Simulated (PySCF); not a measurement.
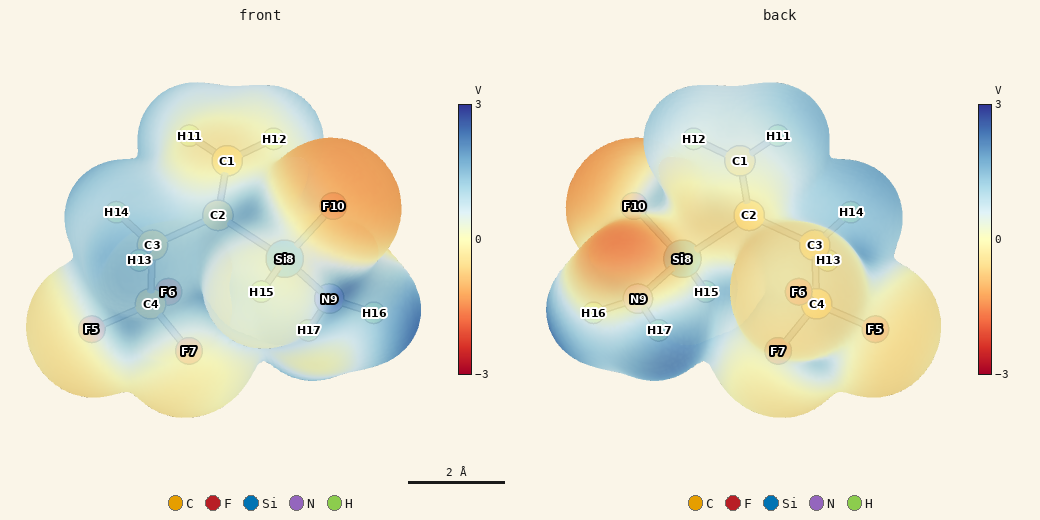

Figure 1: C$_{4}$H$_{7}$F$_{4}$NSi. The molecular electrostatic potential painted on the density surface at 0.004 e/bohr³, seen from the front and from behind; red is negative and blue positive.

Geometry: GFN2-xTB.

Theory: PBE0/pcSseg-1, SCF density, gas phase, non-relativistic in PySCF 2.14.0.

```tsv
atom	x (Å)	y (Å)	z (Å)
C	-0.1585	-1.7040	-1.1101
C	0.0202	-0.8583	-0.1059
C	1.4157	-0.4702	0.3110
C	1.7178	0.9542	-0.0973
F	2.9842	1.3044	0.1856
F	1.5512	1.1677	-1.4097
F	0.9377	1.8567	0.5276
Si	-1.4292	-0.0874	0.8318
N	-2.0665	1.1941	-0.1034
F	-2.6260	-1.1672	0.8714
H	0.6639	-2.1486	-1.6517
H	-1.1473	-1.9909	-1.4219
H	1.5351	-0.5260	1.3947
H	2.1646	-1.1065	-0.1670
H	-1.1001	0.1160	2.2390
H	-2.9969	1.5268	0.0929
H	-1.4730	1.9514	-0.3969
```

**Where is the surface potential most negative and most positive?**

The most negative region (about −1.5 V) lies over N9, the most positive (about +2.2 V) over Si8, H16 and H17. N9 is the likeliest acceptor of a hydrogen bond.

**How polar is the molecule by this calculation?**

Its dipole moment is 0.54 D.
